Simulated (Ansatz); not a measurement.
Input file:

```
crystal:
  periodic: [false, false, false]
  atoms:
    - { symbol: B, position_ang: [0.019381, -0.32742, -0.343961] }
    - { symbol: H, position_ang: [0.075896, 0.060151, 2.020038] }
    - { symbol: H, position_ang: [1.044357, 0.295361, -0.424177] }
    - { symbol: H, position_ang: [-1.045744, 0.222931, -0.481646] }
    - { symbol: O, position_ang: [0.080201, -1.685325, -0.158603] }
    - { symbol: Al, position_ang: [-0.805448, -3.124623, -0.400833] }
    - { symbol: H, position_ang: [-0.038993, -4.460254, -0.105363] }
    - { symbol: H, position_ang: [-2.293598, -3.036827, -0.893147] }
    - { symbol: H, position_ang: [0.125248, -0.614593, 1.790391] }
basis:
  gaussian: { orbitals: def2-SVP }
hamiltonian:
  xc: { name: BHLYP }
  dispersion: d4
relax:
  f_tol: 0.03
  max_steps: 50
output:
  orbitals: {}
```

Command:

```sh
ansatz run input.yaml --threads 1 --pin off --max-ram 2048MiB --backend cpu --events-out ev --progress --plain --runs-dir out
```

The fields are those of the run's last geometry, not of the input's.

The calculation used Ansatz, RKS BHLYP-D4/def2-SVP.

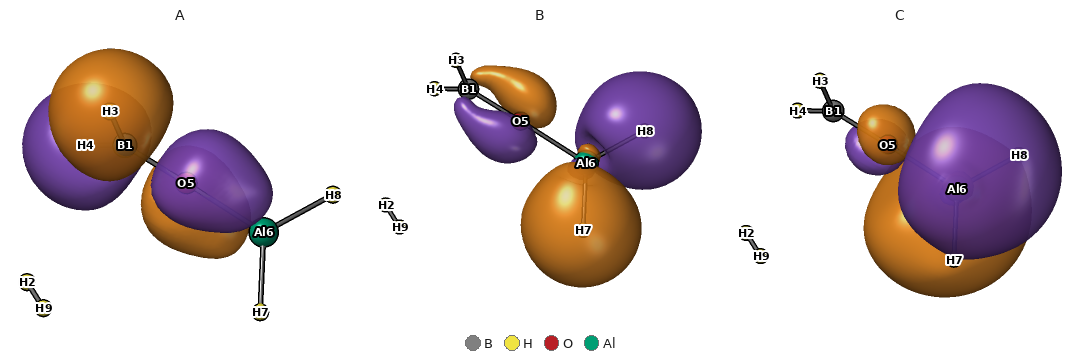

AlBH₄O···H₂. Three frontier orbitals at ±0.08 Å⁻³ᐟ² (orange and purple are the two phases), in no order.

Q: Which picture is the HOMO−1, the HOMO and the LUMO?

A: B is the HOMO−1 (−9.89 eV). It lies mainly on Al6 (about 30 %), H7 (about 30 %), H8 (about 30 %) and O5 (about 5 %). A is the HOMO (−9.27 eV). It lies mainly on O5 (about 30 %), B1 (about 25 %), H3 (about 20 %) and H4 (about 20 %). C is the LUMO (−0.43 eV). By Hirshfeld shares it lies mainly on Al6 (about 80 %) and O5 (about 5 %).

Q: What is the HOMO–LUMO gap?

A: 8.84 eV between the orbital energies.
